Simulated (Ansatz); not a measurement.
## Electronic structure of C12H5F17 (SMILES C#CCCC(F)(F)C(F)(F)C(F)(F)C(F)(F)C(F)(F)C(F)(F)C(F)(F)C(F)(F)F) in real space

```xyz
34

C     6.7034    0.2716   -1.5393
C     5.6132    0.5521   -1.0631
C     4.3124    0.8638   -0.4783
C     3.8980   -0.1661    0.5910
C     2.6435    0.1809    1.3868
F     2.6469    1.5021    1.7486
F     2.6326   -0.5670    2.5294
C     1.3022   -0.1095    0.6388
F     1.1857   -1.4557    0.5100
F     1.3673    0.4428   -0.6069
C     0.0271    0.4690    1.3378
F    -0.0333    1.7963    1.0887
F     0.1298    0.2760    2.6762
C    -1.3632   -0.1649    0.9434
F    -1.3933   -1.4490    1.3633
F    -2.2841    0.5496    1.6433
C    -1.7597   -0.1149   -0.5625
F    -1.7096    1.1649   -0.9936
F    -0.8633   -0.8543   -1.2662
C    -3.1647   -0.7207   -0.9397
F    -3.2754   -0.5448   -2.2837
F    -3.1434   -2.0444   -0.6718
C    -4.4297   -0.0988   -0.2628
F    -4.2918    1.2446   -0.1675
F    -4.5642   -0.6300    0.9746
C    -5.7560   -0.3843   -1.0446
F    -5.8366   -1.6855   -1.3691
F    -5.8177    0.3549   -2.1597
F    -6.7959   -0.0682   -0.2583
H     7.6668    0.0330   -1.9676
H     4.3434    1.8729   -0.0134
H     3.5487    0.9165   -1.2811
H     4.7013   -0.2602    1.3500
H     3.7594   -1.1725    0.1473
```

Geometry: PBE-D4/def2-SVP.

Method: RKS PBE0-D4/def2-TZVP (Ansatz 0.2.0).

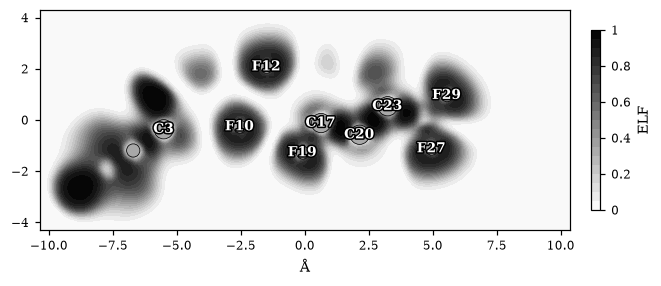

Figure 1. ELF on the plane of atoms F19, C17 and C20. Grey discs cover the atomic cores.

Interpret the plot.

Atoms in the plane: C and F. C–F (1.36 Å): the ELF peaks at about 0.80 between the atoms, as expected for a shared but strongly polarised pair. The ELF also peaks beside F19 and F29, away from the bonds: lone-pair regions.

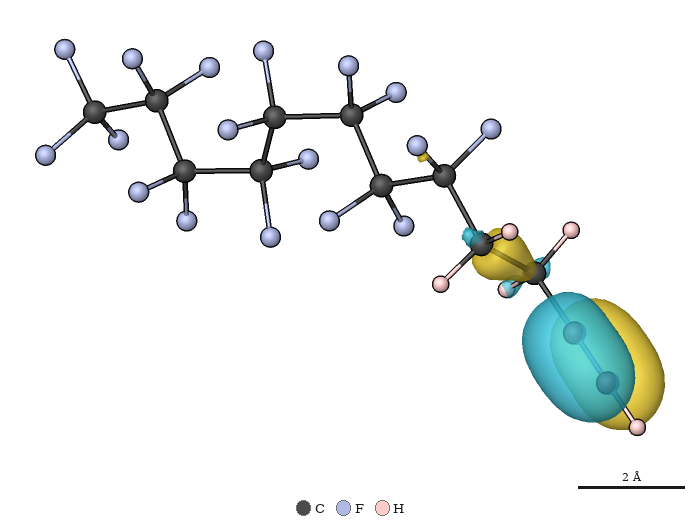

Figure 2. The HOMO−1 at ±0.15 Å⁻³ᐟ² (yellow and cyan are the two phases), seen at an oblique angle.

Where does this orbital lie, and at what energy?

Its weight (Hirshfeld) is mainly on C1 (about 45 %) and C2 (about 40 %); π-bonding across C1–C2. Its energy is −8.12 eV.
